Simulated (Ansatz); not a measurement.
# CHSi (quartet): one geometry, many settings at distance C2–H3 = 0.983 Å

What do other methods and options give for CHSi (quartet) at this geometry, and how long do they take?

Method: the settings change from run to run; program: Ansatz 0.2.0, Gaussian basis.

18 further runs of the same task are left out: 2 for a mislabelled method, 13 that didn't finish, 3 set aside as unsound or not needed.

**1. The geometry**

The geometry derives from a PBE0/def2-TZVP stationary point (not a proven minimum). One bond is set to the value named and the two fragments are kept rigid.

3 atoms, charge 0, spin multiplicity 4.

Atoms are counted from 1 here; the program's logs count them from 0.

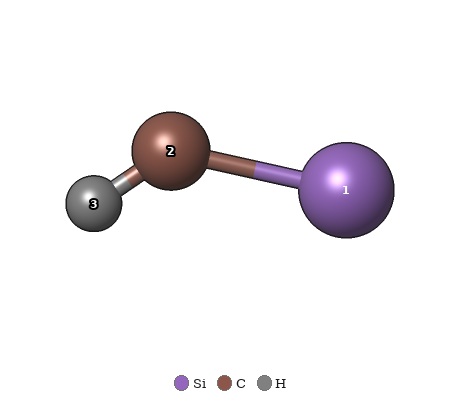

The structure; silicon purple, carbon brown, hydrogen grey; atoms are numbered from 1 in the order of the file.

**2. CASCI(5,4)/6-31G**

Input file in.yaml:

```yaml
crystal:
  periodic: [false, false, false]
  atoms:
    - {symbol: Si, position_ang: [0.000000, 0.034404, 0.615179]}
    - {symbol: C, position_ang: [0.000000, -0.125172, -1.270608]}
    - {symbol: H, position_ang: [0.000000, 0.532912, -2.000823]}
basis:
  gaussian: {orbitals: 6-31G}
magnetization: {spin_polarized: false, initial_magnetization: 3}
correlation: {active_space: {window: {electrons: 5, orbitals: 4}, fixed_orbitals: true, states: [{multiplicity: 4, weights: [1, 0.5, 1, 0.5]}], root: 0}}
```

Run with:

```bash
> ansatz run in.yaml --threads 1 --pin off --events-out ev --progress --plain --max-ram 2393MiB
```

Log:

```text
Functional definition: HF
  name "HF"
  cite "Fock, Z. Phys. 61, 126 (1930) doi:10.1007/BF01340294"
  parent pbe
  exchange = exact_x
  correlation = 0
507 factors; integrals over basis functions are off by at most 8.4e-8 eV
mean field evaluation 1: about -8901.2132 eV, gradient 9.2e0 eV
mean field evaluation 2: about -8901.2145 eV, gradient 9.2e0 eV
mean field evaluation 4: about -8902.3591 eV, gradient 2.3e0 eV
mean field evaluation 8: about -8902.4559 eV, gradient 1.6e-1 eV
mean field evaluation 16: about -8899.9036 eV, gradient 8.0e-3 eV
mean field evaluation 32: about -8902.0578 eV, gradient 1.7e0 eV
mean field evaluation 64: about -8899.9036 eV, gradient 5.5e-6 eV
mean field -8902.45645093 eV, -327.1592402698 hartree, gradient 2.4e-6 eV, S^2 3.750000; 10 other end points of the search recorded, 0 dependent functions left out
reference -8902.45645093 eV, -327.1592402698 hartree; 12, 9 occupied and 12, 15 virtual orbitals, 507 factors
state -8902.45645093 eV, -327.1592402698 hartree
state -8898.91479235 eV, -327.0290867177 hartree
state -8897.21868277 eV, -326.9667558403 hartree
state -8894.50195328 eV, -326.8669178731 hartree
Total energy: -8902.45645093 eV, -327.1592402698 hartree
```

Wall time 0.33 s (1 thread of Arm Neoverse V2, shared host).

From the report: 3 determinants; active occupations (of the averaged states) 1.33, 1.33, 1.17, 1.17. With so small a space the active step adds no correlation: the energy is the mean field's.

**3. BCCD(T) on UHF/6-31++G****

Input file in.yaml:

```yaml
crystal:
  periodic: [false, false, false]
  atoms:
    - {symbol: Si, position_ang: [0.000000, 0.034404, 0.615179]}
    - {symbol: C, position_ang: [0.000000, -0.125172, -1.270608]}
    - {symbol: H, position_ang: [0.000000, 0.532912, -2.000823]}
basis:
  gaussian: {orbitals: "6-31++G**"}
magnetization: {spin_polarized: true, initial_magnetization: 3}
correlation: {method: bccd_t, electrons: outside_noble_gas}
```

Same command.

Log (excerpt; [...] marks lines left out):

```text
Functional definition: HF
  name "HF"
  cite "Fock, Z. Phys. 61, 126 (1930) doi:10.1007/BF01340294"
  parent pbe
[...]
415 factors; integrals over basis functions are off by at most 1.3e-3 eV
[...]
mean field -8903.49661053 eV, -327.1974654304 hartree, gradient 4.4e-6 eV, S^2 3.779891; 14 other end points of the search recorded, 0 dependent functions left out
determinant -8903.49661053 eV, -327.1974654304 hartree, with singles and doubles -8908.13475367 eV, -327.3679140469 hartree
determinant -8903.26087864 eV, -327.1888024431 hartree, with singles and doubles -8907.81155382 eV, -327.3560366713 hartree
determinant -8901.31752740 eV, -327.1173856022 hartree, with singles and doubles -8906.24840147 eV, -327.2985918819 hartree
determinant -8900.98122445 eV, -327.1050266967 hartree, with singles and doubles -8905.52434909 eV, -327.2719834477 hartree
[...]
determinant -8900.15742500 eV, -327.0747526254 hartree, with singles and doubles -8904.99338591 eV, -327.2524709108 hartree
determinant -8903.49661053 eV, -327.1974654304 hartree, with singles and doubles -8908.15077690 eV, -327.3685028898 hartree
determinant -8903.26087864 eV, -327.1888024431 hartree, with singles and doubles -8907.83278071 eV, -327.3568167453 hartree
6 core orbitals not correlated: weight in the atoms' cores, before any rotation towards them, 1.000 or more for the frozen orbitals, at most 0.000 for the correlated occupied ones
reference -8903.49661053 eV, -327.1974654304 hartree; 6, 3 occupied and 36, 39 virtual orbitals, 415 factors
second order -3.76968579 eV of doubles, -0.00000000 eV of singles
cycle   1  -4.64935967 eV  change    4.8e-3 eV  update   6.6e-3
[...]
cycle  10  -4.64533692 eV  change   -2.4e-6 eV  update   9.4e-6
perturbative correction -0.14308745 eV, -0.0052583669 hartree
Total energy: -8908.28503491 eV, -327.3734367804 hartree
```

Run time: 3.9 s. Hardware: 1 thread of Arm Neoverse V2, shared host.

From the report: ⟨S²⟩ of the determinant 3.780 (pure quartet: 3.75); correlation -4.7884 eV; largest double amplitude 0.05.

**4. CASCI(9,6)/6-31G**

Input file in.yaml:

```yaml
crystal:
  periodic: [false, false, false]
  atoms:
    - {symbol: Si, position_ang: [0.000000, 0.034404, 0.615179]}
    - {symbol: C, position_ang: [0.000000, -0.125172, -1.270608]}
    - {symbol: H, position_ang: [0.000000, 0.532912, -2.000823]}
basis:
  gaussian: {orbitals: 6-31G}
magnetization: {spin_polarized: false, initial_magnetization: 3}
correlation: {active_space: {window: {electrons: 9, orbitals: 6}, fixed_orbitals: true}}
accuracy: high
```

Same command.

Log:

```text
Functional definition: HF
  name "HF"
  cite "Fock, Z. Phys. 61, 126 (1930) doi:10.1007/BF01340294"
  parent pbe
  exchange = exact_x
  correlation = 0
528 factors; integrals over basis functions are off by at most 3.4e-9 eV
mean field evaluation 1: about -8901.2130 eV, gradient 9.2e0 eV
mean field evaluation 2: about -8901.2144 eV, gradient 9.2e0 eV
mean field evaluation 4: about -8902.3591 eV, gradient 2.3e0 eV
mean field evaluation 8: about -8902.4559 eV, gradient 1.6e-1 eV
mean field evaluation 16: about -8899.4082 eV, gradient 7.6e0 eV
mean field evaluation 32: about -8902.0782 eV, gradient 4.2e-6 eV
mean field evaluation 64: about -8902.4552 eV, gradient 2.0e-1 eV
mean field -8902.45645096 eV, -327.1592402711 hartree, gradient 4.0e-8 eV, S^2 3.750000; 10 other end points of the search recorded, 0 dependent functions left out
reference -8902.45645096 eV, -327.1592402711 hartree; 12, 9 occupied and 12, 15 virtual orbitals, 528 factors
state -8902.46135464 eV, -327.1594204779 hartree
Total energy: -8902.46135464 eV, -327.1594204779 hartree
```

Wall time 0.36 s (1 thread of Arm Neoverse V2, shared host).

From the report: 10 determinants; active occupations 2.00, 2.00, 2.00, 1.00, 1.00, 1.00.

**5. CCSDT on ROHF/def2-SVP**

Input file in.yaml:

```yaml
crystal:
  periodic: [false, false, false]
  atoms:
    - {symbol: Si, position_ang: [0.000000, 0.034404, 0.615179]}
    - {symbol: C, position_ang: [0.000000, -0.125172, -1.270608]}
    - {symbol: H, position_ang: [0.000000, 0.532912, -2.000823]}
basis:
  gaussian: {orbitals: def2-SVP}
magnetization: {spin_polarized: false, initial_magnetization: 3}
hamiltonian: {pseudopotentials: {relativity: scalar}}
correlation: {method: ccsdt, electrons: outside_noble_gas}
```

Launched as before.

Log (excerpt; [...] marks lines left out):

```text
Functional definition: HF
  name "HF"
  cite "Fock, Z. Phys. 61, 126 (1930) doi:10.1007/BF01340294"
  parent pbe
[...]
605 factors; integrals over basis functions are off by at most 1.8e-7 eV
[...]
mean field -8915.41114247 eV, -327.6353164031 hartree, gradient 4.8e-6 eV, S^2 3.750000; 10 other end points of the search recorded, 0 dependent functions left out
[...]
determinant -8915.41114247 eV, -327.6353164031 hartree, with singles and doubles -8920.26630637 eV, -327.8137403856 hartree
determinant -8915.02865801 eV, -327.6212603583 hartree, with singles and doubles -8919.94297254 eV, -327.8018580864 hartree
determinant -8912.91900123 eV, -327.5437319018 hartree, with singles and doubles -8918.47707405 eV, -327.7479873104 hartree
determinant -8912.09986654 eV, -327.5136292571 hartree, with singles and doubles -8917.65953071 eV, -327.7179431467 hartree
determinant -8915.41114247 eV, -327.6353164031 hartree, with singles and doubles -8920.26788202 eV, -327.8137982894 hartree
determinant -8915.02865801 eV, -327.6212603583 hartree, with singles and doubles -8919.95066817 eV, -327.8021408956 hartree
6 core orbitals not correlated: weight in the atoms' cores, before any rotation towards them, 1.000 or more for the frozen orbitals, at most 0.000 for the correlated occupied ones
reference -8915.41114247 eV, -327.6353164031 hartree; 6, 3 occupied and 25, 28 virtual orbitals, 605 factors
second order -3.84369873 eV of doubles, -0.11863308 eV of singles
cycle   1  -4.59064047 eV  change   -6.3e-1 eV  update   7.3e-2
[...]
cycle  20  -5.02043979 eV  change    4.5e-7 eV  update   9.2e-7
Total energy: -8920.43158226 eV, -327.8198141624 hartree
Relativity: scalar
```

Run time: 4.7 s. Hardware: 1 thread of Arm Neoverse V2, shared host.

From the report: correlation -5.0204 eV; T1 0.030; largest double amplitude 0.07.

**6. CCSD on ROHF/def2-SVPD**

Input file in.yaml:

```yaml
crystal:
  periodic: [false, false, false]
  atoms:
    - {symbol: Si, position_ang: [0.000000, 0.034404, 0.615179]}
    - {symbol: C, position_ang: [0.000000, -0.125172, -1.270608]}
    - {symbol: H, position_ang: [0.000000, 0.532912, -2.000823]}
basis:
  gaussian: {orbitals: def2-SVPD}
magnetization: {spin_polarized: false, initial_magnetization: 3}
correlation: {method: ccsd, electrons: outside_noble_gas, diis_vectors: 4}
scf: {omitted_lower_state_checks: [cluster_reference]}
output: {forces: true}
```

Launched as before.

Log (excerpt; [...] marks lines left out):

```text
Functional definition: HF
  name "HF"
  cite "Fock, Z. Phys. 61, 126 (1930) doi:10.1007/BF01340294"
  parent pbe
[...]
513 factors; integrals over basis functions are off by at most 7.1e-4 eV
[...]
mean field -8900.24983053 eV, -327.0781484661 hartree, gradient 2.5e-6 eV, S^2 3.750000; 10 other end points of the search recorded, 0 dependent functions left out
6 core orbitals not correlated: weight in the atoms' cores, before any rotation towards them, 1.000 or more for the frozen orbitals, at most 0.000 for the correlated occupied ones
reference -8900.24983053 eV, -327.0781484661 hartree; 6, 3 occupied and 40, 43 virtual orbitals, 513 factors
second order -4.08035408 eV of doubles, -0.12678796 eV of singles
cycle   1  -4.85668102 eV  change   -6.5e-1 eV  update   7.1e-2
[...]
cycle  19  -5.14078449 eV  change   -2.3e-8 eV  update   1.3e-7
[...]
Total energy: -8905.39061502 eV, -327.2670688116 hartree
Atom 0 at     0.000000     0.034404     0.615179 Å, force     0.000000    -0.009947     0.353949 eV/Å
Atom 1 at     0.000000    -0.125172    -1.270608 Å, force     0.000000    -3.806977     3.995669 eV/Å
Atom 2 at     0.000000     0.532912    -2.000823 Å, force    -0.000000     3.816924    -4.349618 eV/Å
Dipole moment:    -0.000000     0.072559    -0.172334 e Å
Checks for a lower state left out: cluster_reference
```

Run time: 3.4 s. Hardware: 1 thread of Arm Neoverse V2, shared host.

From the report: correlation -5.1408 eV; T1 0.030; largest double amplitude 0.06.

**7. CCSD(T)/6-31G**

Input file in.yaml:

```yaml
crystal:
  periodic: [false, false, false]
  atoms:
    - {symbol: Si, position_ang: [0.000000, 0.034404, 0.615179]}
    - {symbol: C, position_ang: [0.000000, -0.125172, -1.270608]}
    - {symbol: H, position_ang: [0.000000, 0.532912, -2.000823]}
basis:
  gaussian: {orbitals: 6-31G}
magnetization: {spin_polarized: false, initial_magnetization: 3}
hamiltonian: {xc: {name: r2SCAN}}
correlation: {method: ccsd_t, electrons: outside_noble_gas}
output: {forces: true}
```

Same command.

Log (excerpt; [...] marks lines left out):

```text
Functional definition: r2SCAN
  name "r2SCAN"
  cite "Furness, Kaplan, Ning, Perdew & Sun, J. Phys. Chem. Lett. 11, 8208 (2020) doi:10.1021/acs.jpclett.0c02405"
  cite "Furness, Kaplan, Ning, Perdew & Sun, J. Phys. Chem. Lett. 11, 9248 (2020) doi:10.1021/acs.jpclett.0c03077"
  parent r2scan
[...]
299 factors; integrals over basis functions are off by at most 2.7e-4 eV
[...]
mean field -8921.79647410 eV, -327.8699730125 hartree, gradient 1.3e-6 eV, S^2 3.750000; 6 other end points of the search recorded, 0 dependent functions left out
[...]
6 core orbitals not correlated: weight in the atoms' cores, before any rotation towards them, 1.000 or more for the frozen orbitals, at most 0.000 for the correlated occupied ones
reference -8902.22041386 eV, -327.1505660678 hartree; 6, 3 occupied and 12, 15 virtual orbitals, 299 factors
second order -2.21784783 eV of doubles, -0.16177885 eV of singles
cycle   1  -2.72744478 eV  change   -3.5e-1 eV  update   5.8e-2
[...]
cycle  17  -2.93460475 eV  change    5.2e-8 eV  update   1.7e-7
perturbative correction -0.06296271 eV, -0.0023138368 hartree
[...]
Total energy: -8905.21798133 eV, -327.2607246402 hartree
Atom 0 at     0.000000     0.034404     0.615179 Å, force     0.000000     0.092619     1.421576 eV/Å
Atom 1 at     0.000000    -0.125172    -1.270608 Å, force     0.000000    -3.872031     2.851392 eV/Å
Atom 2 at     0.000000     0.532912    -2.000823 Å, force    -0.000000     3.779412    -4.272968 eV/Å
Dipole moment:     0.000000     0.055635    -0.214404 e Å
```

It took 4.5 s on 1 thread of Arm Neoverse V2, shared host.

From the report: correlation -2.9976 eV; T1 0.024; largest double amplitude 0.07. The orbitals are Kohn-Sham ones, so correlation energy and T1 don't compare with those on Hartree-Fock orbitals.

**8. MRCISD+Q(3,7)/cc-pVDZ**

Input file in.yaml:

```yaml
crystal:
  periodic: [false, false, false]
  atoms:
    - {symbol: Si, position_ang: [0.000000, 0.034404, 0.615179]}
    - {symbol: C, position_ang: [0.000000, -0.125172, -1.270608]}
    - {symbol: H, position_ang: [0.000000, 0.532912, -2.000823]}
basis:
  gaussian: {orbitals: cc-pVDZ, fitting: {mean_field: def2-universal-jkfit}}
magnetization: {spin_polarized: false, initial_magnetization: 3}
correlation: {method: fic_mrcisd_q, electrons: outside_noble_gas, active_space: {window: {electrons: 3, orbitals: 7}}}
```

The command is unchanged.

Log (excerpt; [...] marks lines left out):

```text
Functional definition: HF
  name "HF"
  cite "Fock, Z. Phys. 61, 126 (1930) doi:10.1007/BF01340294"
  parent pbe
[...]
221 factors; integrals over basis functions are off by at most 2.0e-1 eV
[...]
mean field -8903.65490517 eV, -327.2032826508 hartree, gradient 2.1e-6 eV, S^2 3.750000; 10 other end points of the search recorded, 0 dependent functions left out
reference -8903.65490517 eV, -327.2032826508 hartree; 12, 9 occupied and 25, 28 virtual orbitals, 221 factors
state -8903.81189954 eV, -327.2090520877 hartree
contracted CI cycle   1: correlation 0.00000000 eV, 0.0000000000 hartree, residual 1.63e1 eV
contracted CI cycle   2: correlation -4.26866056 eV, -0.1568703821 hartree, residual 3.12e0 eV
contracted CI cycle   3: correlation -4.47641296 eV, -0.1645051422 hartree, residual 1.08e0 eV
contracted CI cycle   4: correlation -4.50479095 eV, -0.1655480141 hartree, residual 4.47e-1 eV
contracted CI cycle   5: correlation -4.50949082 eV, -0.1657207310 hartree, residual 1.82e-1 eV
contracted CI cycle   6: correlation -4.51026009 eV, -0.1657490010 hartree, residual 7.29e-2 eV
contracted CI cycle   7: correlation -4.51038539 eV, -0.1657536057 hartree, residual 3.41e-2 eV
contracted CI cycle   8: correlation -4.51041264 eV, -0.1657546071 hartree, residual 1.69e-2 eV
contracted CI cycle   9: correlation -4.51041899 eV, -0.1657548407 hartree, residual 7.64e-3 eV
contracted CI cycle  10: correlation -4.51042032 eV, -0.1657548894 hartree, residual 3.43e-3 eV
contracted CI cycle  11: correlation -4.51042061 eV, -0.1657549000 hartree, residual 1.61e-3 eV
contracted CI cycle  12: correlation -4.51042068 eV, -0.1657549026 hartree, residual 8.37e-4 eV
state -8903.81189954 eV, -327.2090520877 hartree; corrected -8908.78105817 eV, -327.3916652992 hartree
Total energy: -8908.78105817 eV, -327.3916652992 hartree
```

Run time: 1.9 s. Hardware: 1 thread of Arm Neoverse V2, shared host.

From the report: 20 determinants; active occupations 1.00, 1.00, 1.00, 0.00, 0.00, 0.00, 0.00.

**9. CCSDT on ROHF/6-31G**

Input file in.yaml:

```yaml
crystal:
  periodic: [false, false, false]
  atoms:
    - {symbol: Si, position_ang: [0.000000, 0.034404, 0.615179]}
    - {symbol: C, position_ang: [0.000000, -0.125172, -1.270608]}
    - {symbol: H, position_ang: [0.000000, 0.532912, -2.000823]}
basis:
  gaussian: {orbitals: 6-31G}
magnetization: {spin_polarized: false, initial_magnetization: 3}
correlation: {method: ccsdt, electrons: outside_noble_gas, diis_vectors: 2}
accuracy: high
output: {forces: true}
```

Launched as before.

Log (excerpt; [...] marks lines left out):

```text
Functional definition: HF
  name "HF"
  cite "Fock, Z. Phys. 61, 126 (1930) doi:10.1007/BF01340294"
  parent pbe
[...]
528 factors; integrals over basis functions are off by at most 3.4e-9 eV
[...]
mean field -8902.45645096 eV, -327.1592402711 hartree, gradient 4.0e-8 eV, S^2 3.750000; 11 other end points of the search recorded, 0 dependent functions left out
[...]
determinant -8902.45645096 eV, -327.1592402711 hartree, with singles and doubles -8905.20518372 eV, -327.2602543369 hartree
determinant -8902.07819504 eV, -327.1453396225 hartree, with singles and doubles -8904.88619564 eV, -327.2485317411 hartree
determinant -8899.90355765 eV, -327.0654231724 hartree, with singles and doubles -8903.89646310 eV, -327.2121597412 hartree
determinant -8898.97917945 eV, -327.0314529000 hartree, with singles and doubles -8903.18842639 eV, -327.1861398721 hartree
[...]
determinant -8902.07819504 eV, -327.1453396225 hartree, with singles and doubles -8904.90639360 eV, -327.2492740026 hartree
6 core orbitals not correlated: weight in the atoms' cores, before any rotation towards them, 1.000 or more for the frozen orbitals, at most 0.000 for the correlated occupied ones
reference -8902.45645096 eV, -327.1592402711 hartree; 6, 3 occupied and 12, 15 virtual orbitals, 528 factors
second order -2.03945996 eV of doubles, -0.05429345 eV of singles
cycle   1  -2.50843252 eV  change   -4.1e-1 eV  update   6.6e-2
[...]
cycle  58  -2.82033785 eV  change  -3.2e-10 eV  update  9.0e-10
[...]
Total energy: -8905.27678882 eV, -327.2628857756 hartree
Atom 0 at     0.000000     0.034404     0.615179 Å, force     0.000000     0.098001     1.434837 eV/Å
Atom 1 at     0.000000    -0.125172    -1.270608 Å, force    -0.000000    -3.887432     2.837041 eV/Å
Atom 2 at     0.000000     0.532912    -2.000823 Å, force     0.000000     3.789431    -4.271878 eV/Å
Dipole moment:    -0.000000     0.055528    -0.215504 e Å
```

Run time: 6.5 s. Hardware: 1 thread of Arm Neoverse V2, shared host.

From the report: correlation -2.8203 eV; T1 0.028; largest double amplitude 0.07.

**10. CASSCF(3,6)/6-31G**

in.yaml, as its differences from that of step 9:

```diff
@@ -9,4 +9,3 @@
 magnetization: {spin_polarized: false, initial_magnetization: 3}
-correlation: {method: ccsdt, electrons: outside_noble_gas, diis_vectors: 2}
-accuracy: high
-output: {forces: true}
+hamiltonian: {pseudopotentials: {relativity: none}}
+correlation: {active_space: {window: {electrons: 3, orbitals: 6}}}
```

The command is unchanged.

Log:

```text
Functional definition: HF
  name "HF"
  cite "Fock, Z. Phys. 61, 126 (1930) doi:10.1007/BF01340294"
  parent pbe
  exchange = exact_x
  correlation = 0
299 factors; integrals over basis functions are off by at most 2.7e-4 eV
mean field evaluation 1: about -8901.2133 eV, gradient 9.2e0 eV
mean field evaluation 2: about -8901.2144 eV, gradient 9.2e0 eV
mean field evaluation 4: about -8902.3590 eV, gradient 2.3e0 eV
mean field evaluation 8: about -8902.4558 eV, gradient 1.6e-1 eV
mean field evaluation 16: about -8899.9036 eV, gradient 8.0e-3 eV
mean field evaluation 32: about -8902.0578 eV, gradient 1.7e0 eV
mean field evaluation 64: about -8899.9035 eV, gradient 5.0e-6 eV
mean field -8902.45640402 eV, -327.1592385461 hartree, gradient 2.9e-6 eV, S^2 3.750000; 10 other end points of the search recorded, 0 dependent functions left out
reference -8902.45640402 eV, -327.1592385461 hartree; 12, 9 occupied and 12, 15 virtual orbitals, 299 factors
state -8902.58140449 eV, -327.1638322288 hartree
Total energy: -8902.58140449 eV, -327.1638322288 hartree
```

Wall time 0.69 s (1 thread of Arm Neoverse V2, shared host).

From the report: 20 determinants; active occupations 1.00, 1.00, 1.00, 0.00, 0.00, 0.00.

**11. All runs side by side**

Where basis and cores are those of an earlier FCI/6-31G run (-8905.2818 eV), and the state is the same kind, the miss against it is given.

| level | correlated | functions | energy (eV) | from FCI (meV) | time |
| --- | --- | --- | --- | --- | --- |
| CASCI(5,4)/6-31G (lowest root of an average) |  | 24 | -8902.4565 |  | 0.33 s |
| BCCD(T) on UHF/6-31++G** | outside noble gas | 48 | -8908.2850 |  | 3.9 s |
| CASCI(9,6)/6-31G |  | 24 | -8902.4614 | 2820.4 | 0.36 s |
| CCSDT on ROHF/def2-SVP (relativity set) | outside noble gas | 37 | -8920.4316 |  | 4.7 s |
| CCSD on ROHF/def2-SVPD | outside noble gas | 52 | -8905.3906 |  | 3.4 s |
| CCSD(T)/6-31G (on r2SCAN orbitals) | outside noble gas | 24 | -8905.2180 | 63.8 | 4.5 s |
| MRCISD+Q(3,7)/cc-pVDZ | outside noble gas | 37 | -8908.7811 |  | 1.9 s |
| CCSDT on ROHF/6-31G | outside noble gas | 24 | -8905.2768 | 5.0 | 6.5 s |
| CASSCF(3,6)/6-31G |  | 24 | -8902.5814 |  | 0.69 s |

**12. Summary of results**

| quantity | value |
| --- | --- |
| runs | 9 |
| quickest | CASCI(5,4)/6-31G (lowest root of an average), 0.33 s |
| slowest | CCSDT on ROHF/6-31G, 6.5 s |

**Reading.** Total energies in different bases, with other cores or another treatment of relativity can't be set against each other. CCSDT on ROHF/6-31G took 20 times as long as CASCI(5,4)/6-31G (lowest root of an average); the jobs differ in more than the method. Among the correlated runs with a miss given, it spans +5 to +64 meV. Hartree-Fock, CASSCF and CASCI lack dynamic correlation by design. Cores frozen from Kohn-Sham orbitals shift the total energy.
